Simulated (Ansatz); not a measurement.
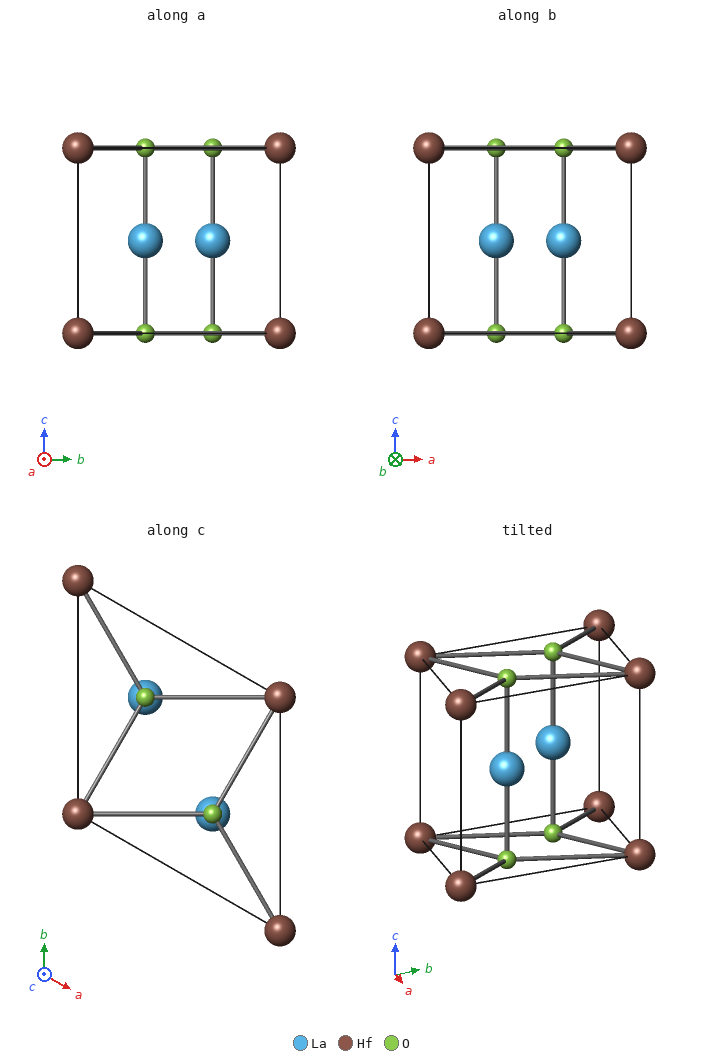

The image is a ball-and-stick drawing of a crystal, viewed along the a axis, along the b axis, along the c axis and slightly off an axis. The parallelepiped is the conventional unit cell.

Lattice parameters: a = 5.5459 Å, b = 5.5459 Å, c = 4.4058 Å, α = 90.000°, β = 90.000°, γ = 120.000°.

From the views, write a CIF in P1 with every atom of the cell.

```cif
data_structure
_symmetry_space_group_name_H-M 'P 1'
_symmetry_Int_Tables_number 1
_cell_length_a 5.5459
_cell_length_b 5.5459
_cell_length_c 4.4058
_cell_angle_alpha 90.000
_cell_angle_beta 90.000
_cell_angle_gamma 120.000
_cell_volume 117.36
loop_
_atom_site_label
_atom_site_type_symbol
_atom_site_fract_x
_atom_site_fract_y
_atom_site_fract_z
_atom_site_occupancy
La1 La 0.3333 0.6667 0.5000 1
La2 La 0.6667 0.3333 0.5000 1
Hf1 Hf 0.0000 0.0000 0.0000 1
O1 O 0.3333 0.6667 0.0000 1
O2 O 0.6667 0.3333 0.0000 1
```

The structure comes from a random cell made by a generator, so it need not be a real form of the compound. Earlier steps of the study may have refined or changed the cell and positions. It was run through Ansatz as a DFT input.
